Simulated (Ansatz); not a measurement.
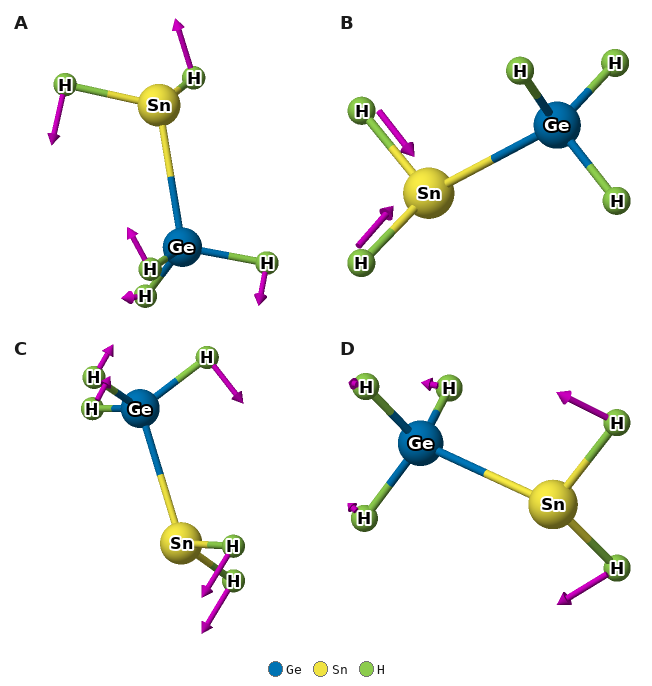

4 normal modes of one molecule or complex, as arrows. State: neutral, doublet. Harmonic vibrations computed with UKS PBE0-D4/def2-TZVP, core potentials on Sn (Ansatz 0.2.0) at a stationary point of the same level.

**Match the panels to the wavenumbers 325 cm⁻¹, 512 cm⁻¹, 689 cm⁻¹, 1868 cm⁻¹.**

A: 325 cm⁻¹, Ge–Sn–H bending
B: 1868 cm⁻¹, in-phase stretching of 2 Sn–H bonds
C: 512 cm⁻¹, angle bending
D: 689 cm⁻¹, H–Sn–H bending
